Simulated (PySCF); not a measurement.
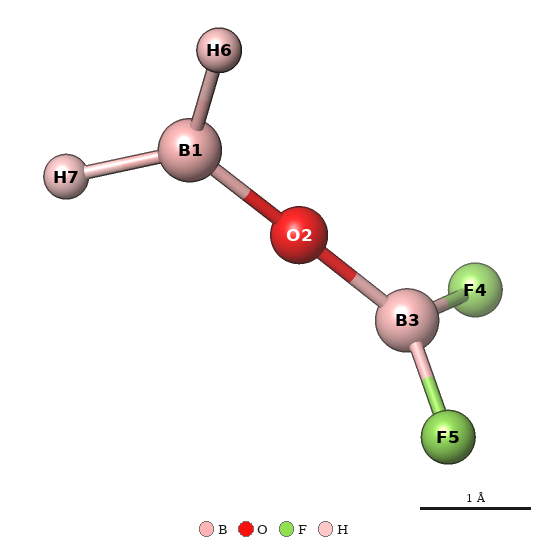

Orthographic view. Atoms fade into the background with distance from the viewer. The computed structure is the end point of a PBE0-D3(BJ)/def2-SVP optimisation. No frequency run is at hand to confirm it as a minimum.

Write a MOL file (V2000) with the atoms in numerical order, bonds sorted by atom number with the orders drawn, and coordinates in the frame of the picture: x right, y up, z towards the viewer, origin at the mean position.

```
B2F2H2O
                    3D

  7  6  0  0  0  0  0  0  0  0999 V2000
   -1.0100    0.7900    0.4500 B   0  0  0  0  0  0  0  0  0  0  0  0
   -0.0100    0.0200    0.0100 O   0  0  0  0  0  0  0  0  0  0  0  0
    0.9700   -0.7600   -0.4400 B   0  0  0  0  0  0  0  0  0  0  0  0
    1.5900   -0.4800   -1.5700 F   0  0  0  0  0  0  0  0  0  0  0  0
    1.3500   -1.8300    0.2400 F   0  0  0  0  0  0  0  0  0  0  0  0
   -0.7400    1.7000    1.2000 H   0  0  0  0  0  0  0  0  0  0  0  0
   -2.1400    0.5500    0.0900 H   0  0  0  0  0  0  0  0  0  0  0  0
  1  2  1  0
  1  6  1  0
  1  7  1  0
  2  3  1  0
  3  4  1  0
  3  5  1  0
M  END
```
